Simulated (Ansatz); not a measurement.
# C$_{2}$H$_{7}$AlFN (SMILES C[CH2][Al]([NH2])[F]): what the fields show

```xyz
12

C    -0.6050    0.7158    1.3182
C     0.5292    0.9852    0.3283
Al    0.7225   -0.3424   -1.0821
N    -0.3195   -1.7558   -1.2234
F     1.9071   -0.1812   -2.2277
H    -0.6690    1.4900    2.0884
H    -0.4739   -0.2396    1.8339
H    -1.5774    0.6784    0.8194
H     1.4868    1.0605    0.8576
H     0.3974    1.9663   -0.1440
H    -0.2458   -2.4596   -1.9395
H    -1.0753   -1.9726   -0.5951
```

Geometry: PBE0-D4/def2-TZVP.

Theory: isolated molecule in a Gaussian basis; Hartree-Fock (Ansatz 0.2.0).

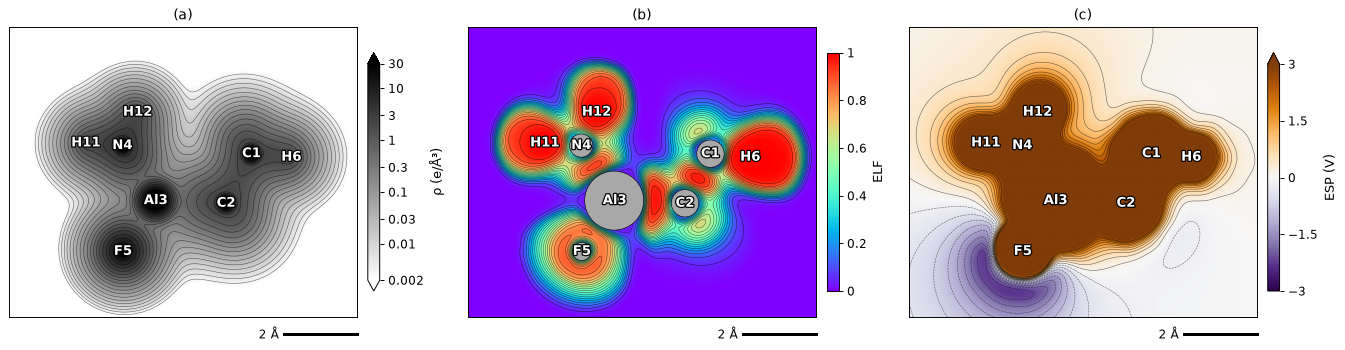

Figure 1. (a) total electron density; (b) ELF; (c) electrostatic potential on the plane of atoms Al3, N4 and H12. Grey discs cover the atomic cores in the ELF map.

**Interpret the plot.**

Atoms in the plane: C, Al, N, F and H.
C–C (1.53 Å): ρ at the midpoint is about 1.7 e/Å³; the ELF peaks at about 0.95 between the atoms: localised, covalent bonding.
Al–F (1.66 Å): ρ at the midpoint is about 0.81 e/Å³; the ELF peaks at about 0.85 in the valence shell of F, 0.6 Å from its nucleus, and is about 0.25 at the midpoint.
Al–N (1.76 Å): ρ is about 0.87 e/Å³ halfway; the ELF peaks at about 0.90 in the valence shell of N, 0.7 Å from its nucleus, and is about 0.65 at the midpoint.
C–Al (1.95 Å): the density is about 0.77 e/Å³ at the midpoint; the ELF peaks at about 1 between the atoms; a polar covalent bond.
N–H (1.01 Å): the density is about 2.8 e/Å³ at the midpoint; the ELF climbs to about 1 towards the hydrogen, as it does in any bond to H (an ordinary covalent bond to hydrogen).
The ELF also peaks beside F5, away from the bonds: lone-pair regions.
Outside the dense part of the molecule the potential is most negative (−2.3 V) near F5.

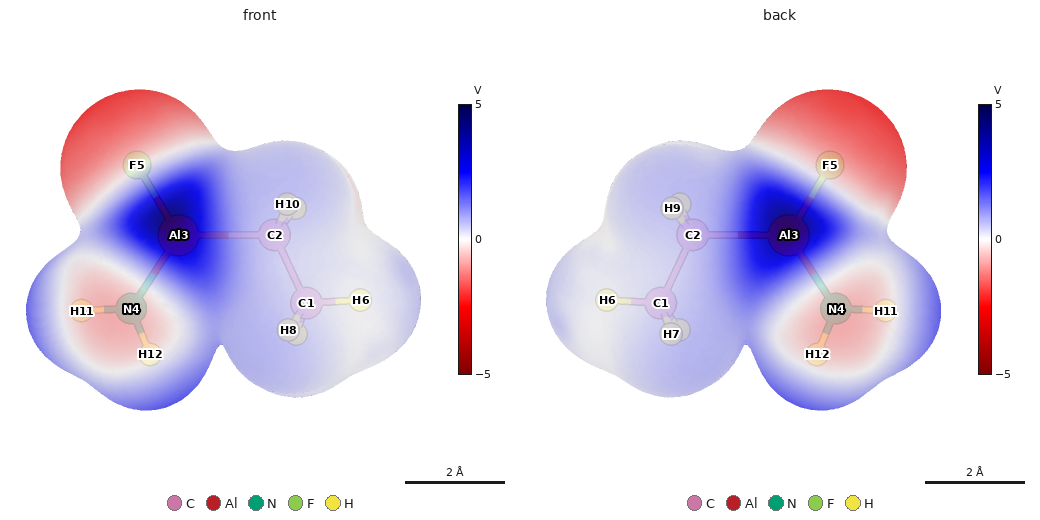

Figure 2. The molecular electrostatic potential painted on the density surface at 0.002 e/bohr³, seen from the front and from behind; the colour scale runs from red (negative) to blue (positive).

**Where is the surface potential most negative and most positive?**

The most negative region (about −1.9 V) lies over F5, the most positive (about +4.0 V) over Al3.

**What dipole moment does the calculation give?**

Its dipole moment is 2.25 D.

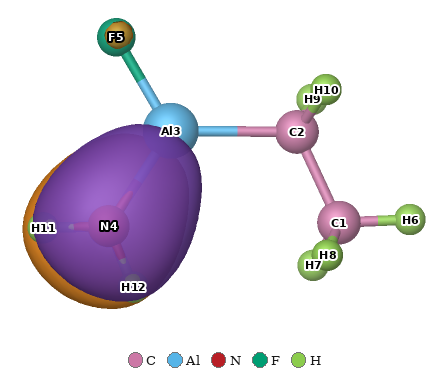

Figure 3. The HOMO at ±0.1 Å⁻³ᐟ² (orange and purple are the two phases), seen across its widest extent.

**Where does this orbital lie, and at what energy?**

By Hirshfeld shares it lies mainly on N4 (about 75 %); largely a lone pair of N4. Its energy is −10.96 eV.

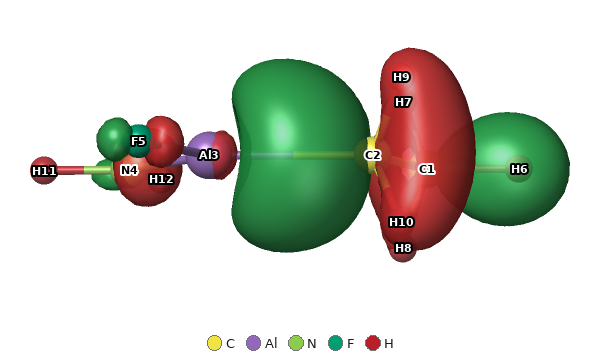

Figure 4. The HOMO−1 at ±0.15 Å⁻³ᐟ² (green and red are the two phases), seen from one side.

**What is the character of this orbital?**

It lies mainly on C2 (about 45 %), Al3 (about 20 %), C1 (about 10 %) and H6 (about 5 %). Its energy is −11.10 eV.
